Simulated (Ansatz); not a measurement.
# GeSe: Ge → Rh

Base system: GeSe in the GeS type structure (space group Pnma, No. 62; a = 10.520 Å, b = 3.824 Å, c = 4.143 Å; layered, stacked along the Cartesian x axis).

Now apply this change: full substitution Ge → Rh, then cell and atoms are relaxed.

All numbers come from DFT with PBEsol-D3(BJ), PAW potentials and a 420 eV plane-wave cutoff in Ansatz (a first-principles code), no spin-orbit coupling. Settings: 5×14×12 k-points, 0.05 eV Fermi–Dirac smearing, for the changed cell.

```json
{
  "volume_per_atom": "15.55 Å³ (base 20.83 Å³)",
  "density": "9.71 g/cm³ (base 6.04 g/cm³)",
  "space_group": "Pnma (No. 62) (base Pnma (No. 62))",
  "shortest_interatomic_distance": "2.461 Å (base 2.559 Å)",
  "band_gap": "zero (base 0.11 eV)"
}
```

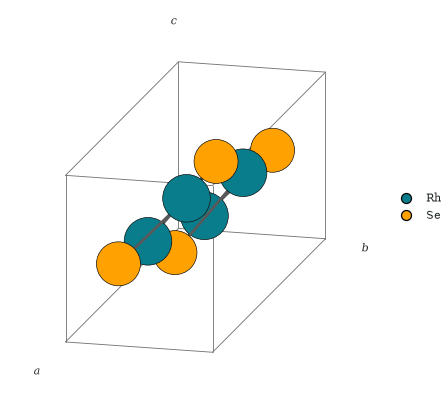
Figure: The relaxed conventional cell after the change

Cost of the whole job for the changed cell (relaxation, final SCF and bands): very roughly 26 core-minutes.

Whether these cells are dynamically stable was not tested. As relaxed here, RhSe is a hypothetical phase, not in the database extracts checked. All final runs are without spin polarisation. A zero or small gap of GeSe can be the functional's error rather than a property of the material.
